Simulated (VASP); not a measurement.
# A VASP study of CaCdTeS (PBEsol): structure first, properties next, part 3 of 4

Aim: relax CaCdTeS, then compute properties on the relaxed cell. The cell is invented: it takes the structure of a Materials Project entry for Cd2SeS (space group 156 there), with some of its atoms replaced by other elements, volume scaled by an estimate. It may not be a known or stable phase. The atoms of the start are displaced at random from the sites of a P3m1 cell.

VASP 6.6.1; PBEsol; plane waves and PAW (Te, Cd, Ca_sv, S); invented cell.

So far, gap on the k-mesh (eV): step 2 (rough relaxation of the start cell) 1.32; step 3 (full relaxation (PBEsol)) 1.34; step 4 (single point with fields (PBEsol)) 1.34.

### 5. Band structure (PBEsol)

The mesh alone shows little of the dispersion and can miss band extrema, so KPOINTS_OPT adds a path through the symmetry points after the self-consistent cycle.

INCAR

```
SYSTEM = CaCdTeS
PREC = Accurate
ENCUT = 400
EDIFF = 1E-06
NELM = 100
ISMEAR = 0
SIGMA = 0.05
LREAL = .FALSE.
ALGO = Normal
GGA = PS
NBANDS = 31
LORBIT = 11
LWAVE = .FALSE.
LCHARG = .FALSE.
KPAR = 2
```

POSCAR

```
CaCdTeS
1.0
    4.0322934700     -2.3302470700      0.0000000000
    4.0322934700      2.3302470700      0.0000000000
   -0.0091079300      0.0000000000      6.5914840400
Te Cd Ca S
1 1 1 1
Direct
    0.3314229500      0.3314229500      0.6028676420
    0.9978386750      0.9978386750      0.4725470170
    0.3306577790      0.3306577790      0.0893667440
    0.9971897500      0.9971897500      0.0875165960
```

KPOINTS

```
Automatic mesh
0
Gamma
6 6 4
0 0 0
```

KPOINTS_OPT

```
Line mode
16
Line-mode
Reciprocal
  0.00000000   0.00000000   0.00000000 GAMMA
  0.50000000   0.50000000  -1.00000000 Y

  0.50000000   0.50000000  -1.00000000 Y
  0.12703762   0.12703762  -1.49802820 F

  0.12703762   0.12703762  -1.49802820 F
  0.50000000   0.50000000  -0.50000000 L

  0.50000000   0.50000000  -0.50000000 L
  0.66664998   0.33335002  -0.50000000 I

  0.33335002  -0.33335002   0.50000000 I1
  0.00000000   0.00000000   0.50000000 Z

  0.00000000   0.00000000   0.50000000 Z
  0.87296238   0.87296238   0.49802820 F1

  0.50000000   0.50000000  -1.00000000 Y
  0.54181199   0.45818801  -1.00000000 X1

  0.45818801  -0.45818801   0.00000000 X
  0.00000000   0.00000000   0.00000000 GAMMA

  0.00000000   0.00000000   0.00000000 GAMMA
  0.50000000   0.00000000  -0.50000000 N

  0.50000000   0.00000000   0.00000000 M
  0.00000000   0.00000000   0.00000000 GAMMA
```

The projector-augmented-wave data sets are Te, Cd, Ca_sv and S (PBE family, release 64).

Started as:

```bash
> mpirun -np 2 vasp_std
```

The log of the run:

```text
[... set-up lines as in an earlier step ...]
 entering main loop
       N       E                     dE             d eps       ncg     rms          rms(c)
DAV:   1     0.207439697505E+03    0.20744E+03   -0.12941E+04  2914   0.788E+02
DAV:   2    -0.430487964066E+01   -0.21174E+03   -0.20277E+03  3287   0.242E+02
DAV:   3    -0.163776452603E+02   -0.12073E+02   -0.11957E+02  4558   0.527E+01
DAV:   4    -0.168224963672E+02   -0.44485E+00   -0.44163E+00  4086   0.713E+00
DAV:   5    -0.168317434944E+02   -0.92471E-02   -0.92469E-02  3971   0.925E-01    0.754E+00
DAV:   6    -0.158513785209E+02    0.98036E+00   -0.11581E+00  3606   0.946E+00    0.604E+00
DAV:   7    -0.157580922121E+02    0.93286E-01   -0.66149E-01  3495   0.367E+00    0.315E+00
DAV:   8    -0.157547088716E+02    0.33833E-02   -0.97023E-02  3868   0.218E+00    0.552E-01
DAV:   9    -0.157536117135E+02    0.10972E-02   -0.10554E-02  3661   0.923E-01    0.239E-01
DAV:  10    -0.157543787791E+02   -0.76707E-03   -0.20923E-03  3371   0.285E-01    0.136E-01
DAV:  11    -0.157547034767E+02   -0.32470E-03   -0.44269E-04  3356   0.904E-02    0.545E-02
DAV:  12    -0.157547056571E+02   -0.21804E-05   -0.95489E-05  3651   0.622E-02    0.152E-02
DAV:  13    -0.157547229217E+02   -0.17265E-04   -0.31715E-05  3299   0.212E-02    0.903E-03
DAV:  14    -0.157547240150E+02   -0.10933E-05   -0.81911E-07  3179   0.443E-03    0.418E-03
DAV:  15    -0.157547252748E+02   -0.12597E-05   -0.20665E-06  2783   0.621E-03    0.164E-03
DAV:  16    -0.157547252534E+02    0.21364E-07   -0.96417E-08  2305   0.216E-03
   1 F= -.15754725E+02 E0= -.15754725E+02  d E =-.507627E-19
 Start KPOINTS_OPT (optional k-point list driver)
k-point batch [1-47\160]
       N       E                     dE             ncg
DAV:   1    -0.277745045849E+04   -0.27703E+05     2922
DAV:   2    -0.126579903910E+05   -0.98805E+04     3257
DAV:   3    -0.131996600587E+05   -0.54167E+03     4518
DAV:   4    -0.132205168386E+05   -0.20857E+02     4111
DAV:   5    -0.132208774798E+05   -0.36064E+00     3957
DAV:   6    -0.132208803327E+05   -0.28530E-02     3904
DAV:   7    -0.132208804127E+05   -0.79994E-04     4128
DAV:   8    -0.132208804134E+05   -0.72597E-06     2562
[...]
k-point batch [142-160\160]
       N       E                     dE             ncg
DAV:   1     0.117955417003E+05   -0.93532E+04     1178
DAV:   2     0.775622347846E+04   -0.40393E+04     1326
DAV:   3     0.753147296616E+04   -0.22475E+03     1909
DAV:   4     0.752350841786E+04   -0.79645E+01     1640
DAV:   5     0.752332184561E+04   -0.18657E+00     1655
DAV:   6     0.752332034974E+04   -0.14959E-02     1523
DAV:   7     0.752332031006E+04   -0.39679E-04     1712
DAV:   8     0.752332030978E+04   -0.28132E-06     1042
```

The job ended after 1.9 min (2 MPI ranks of Intel Xeon Platinum 8488C (Sapphire Rapids), shared host; peak memory 0.65 GiB).

From OUTCAR (step 5):

```text
   k-points           NKPTS =     47   k-points in BZ     NKDIM =     47   number of bands    NBANDS=     31

   NELECT =      34.0000    total number of electrons

 E-fermi :   2.2358

 k-point     1 :       0.0000    0.0000    0.0000
  band No.  band energies     occupation
    ...
     13       0.0993      2.00000
     14       0.1022      2.00000
     15       1.7770      2.00000
     16       1.7785      2.00000
     17       1.9363      2.00000
     18       3.2748      0.00000
     19       5.0109      0.00000
     20       6.0742      0.00000
     21       6.0795      0.00000
     22       6.3603      0.00000
    ...

  Total       -0.0130706     -0.0253123     -0.0343879      0.0000000      0.0000000      0.0046353
  in kB       -0.1690590     -0.3273969     -0.4447838      0.0000000      0.0000000      0.0599540
  external PRESSURE =      -0.3137466 kB  Pullay stress =       0.0000000 kB

 POSITION                                       TOTAL-FORCE (eV/Angst)
 -----------------------------------------------------------------------------------
      2.66730      0.00000      3.97379         0.000155      0.000000     -0.004787
      8.04285      0.00000      3.11479        -0.001963      0.000000     -0.002064
      2.66580      0.00000      0.58906         0.001388      0.000000     -0.000534
      8.04113      0.00000      0.57686         0.000420      0.000000      0.007384
 -----------------------------------------------------------------------------------
    total drift:                               -0.001111      0.000000      0.000059

  FREE ENERGIE OF THE ION-ELECTRON SYSTEM (eV)
  ---------------------------------------------------
  free  energy   TOTEN  =       -15.7547252534 eV

  energy  without entropy=      -15.7547252534  energy(sigma->0) =      -15.75472525

[... 8 parts as in an earlier step ...]

[... 8 further parts left out ...]
```

Within 0.02 Å the cell has space group P3m1; at a tight tolerance a small distortion makes it Cm. Spin-orbit coupling is off here; with elements this heavy it splits and shifts levels by tenths of an eV or more. The path was typed for another setting of this lattice: F, F1, X, X1 and Y lie outside the first zone, so these labels don't mark the standard points and true extrema may be missed.

This step gave:

- SCF cycles: 16
- bands: 31
- Fermi energy: 2.236 eV
- pressure: -0.03137 GPa
- least gap on mesh and path: 1.339 eV
- least direct gap on mesh and path: 1.339 eV

The electronic bands at the labelled points (eV, zero at the valence-band top; v1 is the highest filled band, c1 the lowest empty one):

| point | v4 | v3 | v2 | v1 | c1 | c2 | c3 | c4 |
| --- | --- | --- | --- | --- | --- | --- | --- | --- |
| Γ | -1.83 | -0.16 | -0.16 | 0.00 | 1.34 | 3.07 | 4.14 | 4.14 |
| Y | -2.11 | -1.85 | -1.11 | -0.71 | 2.65 | 3.69 | 3.75 | 3.93 |
| F | -1.73 | -1.45 | -0.64 | -0.48 | 2.66 | 4.15 | 4.57 | 4.73 |
| L | -1.58 | -1.37 | -1.14 | -1.00 | 2.58 | 3.10 | 4.45 | 4.56 |
| I | -2.45 | -1.65 | -1.07 | -0.92 | 3.06 | 3.56 | 4.10 | 5.05 |
| jump to I1 | -2.45 | -1.65 | -1.07 | -0.92 | 3.06 | 3.56 | 4.10 | 5.05 |
| Z | -1.77 | -1.49 | -0.30 | -0.30 | 2.16 | 3.96 | 4.71 | 4.72 |
| F1 | -1.73 | -1.45 | -0.64 | -0.48 | 2.66 | 4.15 | 4.57 | 4.73 |
| jump to Y | -2.11 | -1.85 | -1.11 | -0.71 | 2.65 | 3.69 | 3.75 | 3.93 |
| X1 | -2.10 | -1.93 | -1.13 | -0.80 | 2.88 | 3.36 | 3.76 | 4.16 |
| jump to X | -2.10 | -1.93 | -1.13 | -0.80 | 2.88 | 3.36 | 3.76 | 4.16 |
| Γ | -1.83 | -0.16 | -0.16 | 0.00 | 1.34 | 3.07 | 4.14 | 4.14 |
| N | -1.58 | -1.37 | -1.14 | -0.99 | 2.58 | 3.10 | 4.44 | 4.57 |
| jump to M | -2.12 | -1.85 | -1.12 | -0.71 | 2.65 | 3.70 | 3.75 | 3.94 |
| Γ | -1.83 | -0.16 | -0.16 | 0.00 | 1.34 | 3.07 | 4.14 | 4.14 |

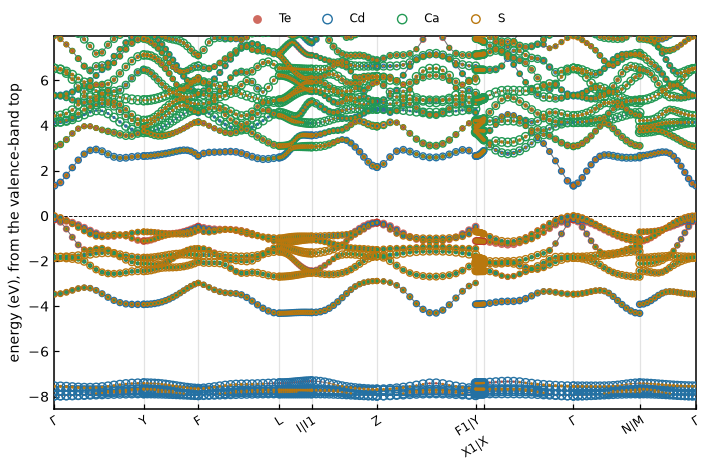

Electronic bands along the path; dots are coloured as in the legend, and their area grows with the weight.

The path finds the gap of the mesh within 0.02 eV, so the mesh comes close to both band edges.

### 6. Total and projected DOS (PBEsol)

Here the states are counted by energy and projected on the atoms. The mesh is finer than in the run before.

INCAR, as its differences from that of step 5:

```diff
@@ -5,3 +5,3 @@
 NELM = 100
-ISMEAR = 0
+ISMEAR = -5
 SIGMA = 0.05
@@ -15 +15,2 @@
 KPAR = 2
+NEDOS = 2001
```

POSCAR is that of step 5.

KPOINTS

```
Automatic mesh
0
Gamma
8 8 5
0 0 0
```

Started as:

```bash
> mpirun -np 2 vasp_std
```

The log of the run:

```text
[... set-up lines as in an earlier step ...]
 entering main loop
       N       E                     dE             d eps       ncg     rms          rms(c)
DAV:   1     0.208203545504E+03    0.20820E+03   -0.12997E+04  5766   0.791E+02
DAV:   2    -0.424472227962E+01   -0.21245E+03   -0.20435E+03  6488   0.242E+02
DAV:   3    -0.163664551429E+02   -0.12122E+02   -0.12000E+02  9041   0.527E+01
DAV:   4    -0.168250188154E+02   -0.45856E+00   -0.45522E+00  8091   0.719E+00
DAV:   5    -0.168336962005E+02   -0.86774E-02   -0.86772E-02  7944   0.902E-01    0.755E+00
DAV:   6    -0.158539615050E+02    0.97973E+00   -0.11606E+00  7194   0.946E+00    0.604E+00
DAV:   7    -0.157604776369E+02    0.93484E-01   -0.65683E-01  6993   0.367E+00    0.315E+00
DAV:   8    -0.157570459415E+02    0.34317E-02   -0.96144E-02  7597   0.217E+00    0.551E-01
DAV:   9    -0.157560204707E+02    0.10255E-02   -0.10431E-02  7188   0.918E-01    0.239E-01
DAV:  10    -0.157567718048E+02   -0.75133E-03   -0.20558E-03  6691   0.284E-01    0.137E-01
DAV:  11    -0.157570990615E+02   -0.32726E-03   -0.45172E-04  6847   0.913E-02    0.538E-02
DAV:  12    -0.157571001099E+02   -0.10485E-05   -0.93366E-05  7220   0.621E-02    0.154E-02
DAV:  13    -0.157571172998E+02   -0.17190E-04   -0.31911E-05  6614   0.212E-02    0.881E-03
DAV:  14    -0.157571184275E+02   -0.11277E-05   -0.83604E-07  6277   0.457E-03    0.411E-03
DAV:  15    -0.157571196752E+02   -0.12477E-05   -0.20402E-06  5589   0.626E-03    0.167E-03
DAV:  16    -0.157571196539E+02    0.21342E-07   -0.96007E-08  4580   0.218E-03
   1 F= -.15757120E+02 E0= -.15757120E+02  d E =0.000000E+00
```

It took 84 s on 2 MPI ranks; peak memory 0.75 GiB.

OUTCAR, selected parts (step 6):

```text
   k-points           NKPTS =     93   k-points in BZ     NKDIM =     93   number of bands    NBANDS=     31

   NELECT =      34.0000    total number of electrons

 E-fermi :   1.9591

 k-point     1 :       0.0000    0.0000    0.0000
  band No.  band energies     occupation
    ...
     13       0.0997      2.00000
     14       0.1026      2.00000
     15       1.7753      2.00000
     16       1.7768      2.00000
     17       1.9355      2.00000
     18       3.2743      0.00000
     19       5.0107      0.00000
     20       6.0741      0.00000
     21       6.0795      0.00000
     22       6.3603      0.00000
    ...

  Total       -0.0220582     -0.0341381     -0.0287181      0.0000000      0.0000000      0.0044418
  in kB       -0.2853073     -0.4415526     -0.3714494      0.0000000      0.0000000      0.0574517
  external PRESSURE =      -0.3661031 kB  Pullay stress =       0.0000000 kB

 POSITION                                       TOTAL-FORCE (eV/Angst)
 -----------------------------------------------------------------------------------
      2.66730      0.00000      3.97379         0.000168      0.000000     -0.005765
      8.04285      0.00000      3.11479        -0.001975      0.000000     -0.000972
      2.66580      0.00000      0.58906         0.001392      0.000000     -0.000475
      8.04113      0.00000      0.57686         0.000414      0.000000      0.007212
 -----------------------------------------------------------------------------------
    total drift:                               -0.001111      0.000000      0.000069

  FREE ENERGIE OF THE ION-ELECTRON SYSTEM (eV)
  ---------------------------------------------------
  free  energy   TOTEN  =       -15.7571196539 eV

  energy  without entropy=      -15.7571196539  energy(sigma->0) =      -15.75711965

[... 6 parts as in an earlier step ...]

[... 10 further parts left out ...]
```

This step gave:

| Property | Result |
| --- | --- |
| irreducible k-points | 93 |
| free energy (TOTEN) | -15.76 eV |
| Fermi energy | 1.959 eV |
| pressure | -0.03661 GPa |
| gap on the k-mesh | 1.339 eV |
| least direct gap on the k-mesh | 1.339 eV |

The density of states has structure finer than the step of the table below, so its rows give means over 1 eV, whole bins alone (the curve runs from -12.0 to 5.55 eV). Peaks (eV: height): total -11.2: 9.69, -10.3: 13.8, -7.8: 47.6, -7.4: 9.89; S p -2.5: 1.51, -1.8: 2.64, -1.5: 1.30, -0.9: 1.46; Te p -2.6: 0.725, -1.8: 0.852, -1.5: 0.954, -0.9: 1.71; Ca d 3.1: 0.808, 4.6: 1.96, 5.3: 3.39; Cd s -3.9: 0.531, -3.4: 0.350, 3.1: 0.505, 3.6: 0.186.

States under -12.0 eV and over 5.5 eV are left out. Table of density of states by energy, zero at the valence-band top; means over each step; 7 of 8 lines; values in states/eV/cell:

| energy (eV) | total | S p | Te p | Ca d | Cd s | Cd d | Te s |
| --- | --- | --- | --- | --- | --- | --- | --- |
| -11 | 2.06 | 0.00398 | 3.3e-4 | 0.00876 | 0.0198 | 0.0654 | 0.0900 |
| -10 | 1.86 | 1.9e-4 | 0.00198 | 0.00137 | 0.0176 | 0.174 | 1.08 |
| -9 | 0 | 0 | 0 | 0 | 0 | 0 | 0 |
| -8 | 8.68 | 0.0244 | 0.0454 | 0.00146 | 0.00553 | 7.94 | 0.0338 |
| -7 | 1.30 | 0.00416 | 0.00250 | 4.2e-4 | 0.00251 | 1.09 | 0.0899 |
| -6 | 0 | 0 | 0 | 0 | 0 | 0 | 0 |
| -5 | 0 | 0 | 0 | 0 | 0 | 0 | 0 |
| -4 | 1.40 | 0.108 | 0.209 | 0.00788 | 0.281 | 0.0158 | 0.0200 |
| -3 | 1.31 | 0.236 | 0.151 | 0.00959 | 0.0860 | 0.0188 | 0.0230 |
| -2 | 4.72 | 1.24 | 0.525 | 0.124 | 0.0266 | 0.0688 | 0.0121 |
| -1 | 4.12 | 0.753 | 0.986 | 0.0972 | 0.0142 | 0.125 | 0.00735 |
| 0 | 0.426 | 0.0455 | 0.146 | 0.00507 | 4.6e-4 | 0.0202 | 2.5e-4 |
| 1 | 3.7e-4 | 8.8e-6 | 3.1e-5 | 0 | 8.3e-5 | 0 | 3.9e-5 |
| 2 | 0.139 | 0.00528 | 0.0136 | 0.00190 | 0.0288 | 6.7e-4 | 0.0132 |
| 3 | 2.68 | 0.0799 | 0.151 | 0.382 | 0.260 | 0.0290 | 0.0645 |
| 4 | 4.13 | 0.0973 | 0.159 | 1.21 | 0.108 | 0.0371 | 0.0301 |
| 5 | 5.01 | 0.123 | 0.122 | 1.96 | 0.0539 | 0.0405 | 0.0357 |

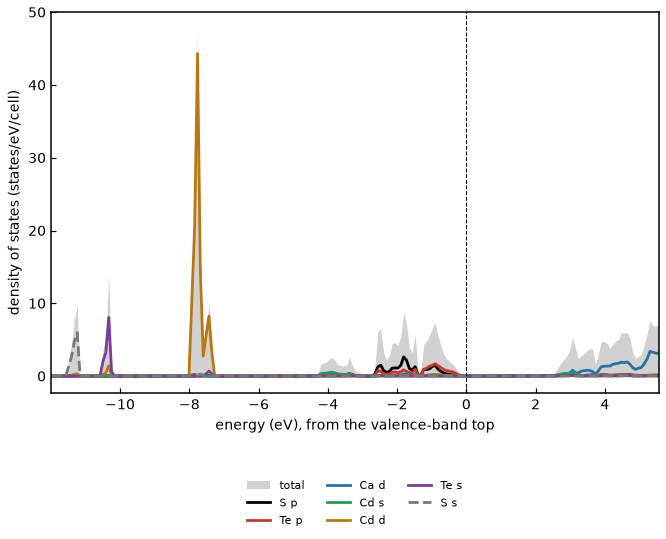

Density of states against energy.

The gap on this mesh is 1.34 eV. In the top eV of the valence band the largest shares in the PAW spheres are Te p 27 % and S p 16 %. The rest lies in smaller channels or between the spheres.

### 7. Core-level energies (PBEsol)

ICORELEVEL = 1 prints the core eigenvalues in the potential of the ground state.

INCAR

```
SYSTEM = CaCdTeS
PREC = Accurate
ENCUT = 400
EDIFF = 1E-06
NELM = 100
ISMEAR = 0
SIGMA = 0.05
LREAL = .FALSE.
ALGO = Normal
GGA = PS
NBANDS = 23
LORBIT = 11
LWAVE = .FALSE.
LCHARG = .FALSE.
KPAR = 2
ICORELEVEL = 1
```

POSCAR is that of step 6.

KPOINTS

```
Automatic mesh
0
Gamma
6 6 4
0 0 0
```

Started as:

```bash
> mpirun -np 2 vasp_std
```

The log of the run:

```text
[... set-up lines as in an earlier step ...]
 entering main loop
       N       E                     dE             d eps       ncg     rms          rms(c)
DAV:   1     0.207260186759E+03    0.20726E+03   -0.13512E+04  2162   0.107E+03
DAV:   2    -0.355275519869E+01   -0.21081E+03   -0.20485E+03  2505   0.301E+02
DAV:   3    -0.163092094772E+02   -0.12756E+02   -0.12694E+02  3558   0.677E+01
DAV:   4    -0.168160380709E+02   -0.50683E+00   -0.50560E+00  3130   0.991E+00
DAV:   5    -0.168315581184E+02   -0.15520E-01   -0.15519E-01  3133   0.142E+00    0.755E+00
DAV:   6    -0.158486872684E+02    0.98287E+00   -0.21102E+00  3059   0.128E+01    0.612E+00
DAV:   7    -0.157585636289E+02    0.90124E-01   -0.85267E-01  2750   0.500E+00    0.317E+00
DAV:   8    -0.157552140046E+02    0.33496E-02   -0.14177E-01  2750   0.316E+00    0.603E-01
DAV:   9    -0.157535623711E+02    0.16516E-02   -0.21366E-02  2663   0.147E+00    0.246E-01
DAV:  10    -0.157542771392E+02   -0.71477E-03   -0.31186E-03  2814   0.383E-01    0.162E-01
DAV:  11    -0.157546819226E+02   -0.40478E-03   -0.10166E-03  2646   0.192E-01    0.516E-02
DAV:  12    -0.157546963719E+02   -0.14449E-04   -0.16694E-04  2703   0.937E-02    0.232E-02
DAV:  13    -0.157547231071E+02   -0.26735E-04   -0.46519E-05  2540   0.333E-02    0.992E-03
DAV:  14    -0.157547233775E+02   -0.27036E-06   -0.23337E-06  2379   0.143E-02
   1 F= -.15754723E+02 E0= -.15754723E+02  d E =-.121440E-15
```

Elapsed: 32 s, on 2 MPI ranks; peak memory 0.52 GiB; 62 s of CPU time.

OUTCAR, selected parts (step 7):

```text
   k-points           NKPTS =     47   k-points in BZ     NKDIM =     47   number of bands    NBANDS=     23

   NELECT =      34.0000    total number of electrons

 the core state eigenenergies are
   1-  1s -31612.8567  2s  -4840.4446  2p  -4343.8394  3s   -956.6671  3p   -795.3247
       3d   -551.5745  4s   -156.1825  4p   -106.2231  4d    -33.5521
   2-  1s -26513.8421  2s  -3931.0140  2p  -3526.2701  3s   -727.8465  3p   -595.1358
       3d   -387.5914  4s    -99.9502  4p    -60.9961
   3-  1s  -3940.1440  2s   -405.0811  2p   -325.4605
   4-  1s  -2395.9665  2s   -202.1422  2p   -146.9048

 E-fermi :   2.2009

 k-point     1 :       0.0000    0.0000    0.0000
  band No.  band energies     occupation
    ...
     13       0.0992      2.00000
     14       0.1021      2.00000
     15       1.7766      2.00000
     16       1.7781      2.00000
     17       1.9359      2.00000
     18       3.2741      0.00000
     19       5.0102      0.00000
     20       6.0740      0.00000
     21       6.0793      0.00000
     22       6.3598      0.00000
    ...

  Total       -0.0095830     -0.0218360     -0.0325460      0.0000000      0.0000000      0.0046393
  in kB       -0.1239492     -0.2824333     -0.4209603      0.0000000      0.0000000      0.0600065
  external PRESSURE =      -0.2757809 kB  Pullay stress =       0.0000000 kB

 POSITION                                       TOTAL-FORCE (eV/Angst)
 -----------------------------------------------------------------------------------
      2.66730      0.00000      3.97379         0.000155      0.000000     -0.004761
      8.04285      0.00000      3.11479        -0.001963      0.000000     -0.001996
      2.66580      0.00000      0.58906         0.001389      0.000000     -0.000583
      8.04113      0.00000      0.57686         0.000419      0.000000      0.007341
 -----------------------------------------------------------------------------------
    total drift:                               -0.001112      0.000000      0.000112

  FREE ENERGIE OF THE ION-ELECTRON SYSTEM (eV)
  ---------------------------------------------------
  free  energy   TOTEN  =       -15.7547233775 eV

  energy  without entropy=      -15.7547233775  energy(sigma->0) =      -15.75472338

[... 8 parts as in an earlier step ...]

[... 7 further parts left out ...]
```

These are scalar-relativistic Kohn-Sham levels of the ground state, with no core hole, so they are not binding energies.

Numbers from this step:

```
SCF cycles                     : 14
bands                          : 23
irreducible k-points           : 47
free energy (TOTEN)            : -15.75 eV
Fermi energy                   : 2.201 eV
pressure                       : -0.02758 GPa
gap on the k-mesh              : 1.338 eV
least direct gap on the k-mesh : 1.338 eV
```

Kohn-Sham core levels. Core levels, by row:

| atom | shell | level below the valence-band top (eV) |
| --- | --- | --- |
| Te1 | 1s | 31615 |
| Te1 | 2s | 4842 |
| Te1 | 2p | 4346 |
| Te1 | 3s | 958.6 |
| Te1 | 3p | 797.3 |
| Te1 | 3d | 553.5 |
| Te1 | 4s | 158.1 |
| Te1 | 4p | 108.2 |
| Te1 | 4d | 35.49 |
| Cd2 | 1s | 26516 |
| Cd2 | 2s | 3933 |
| Cd2 | 2p | 3528 |
| Cd2 | 3s | 729.8 |
| Cd2 | 3p | 597.1 |
| Cd2 | 3d | 389.5 |
| Cd2 | 4s | 101.9 |
| Cd2 | 4p | 62.93 |
| Ca3 | 1s | 3942 |
| Ca3 | 2s | 407 |
| Ca3 | 2p | 327.4 |
| S4 | 1s | 2398 |
| S4 | 2s | 204.1 |
| S4 | 2p | 148.8 |

(Continued in part 4 of 4.)

[Lines on the potential files, build, host, timing and source positions are cut from VASP's logs without a mark.]

[Logs are printed without paths, hosts, clocks, repeated set-up lines and the standing remarks that a program may print on its own settings, such as how far it seeks lower states.]

[Hosts, paths, dates, database ids (printed as entryN), source tags and the programs' standing remarks are cut or masked in the printed files.]

[A measured line is paired with the nearest computed mode of its activity, which favours agreement.]
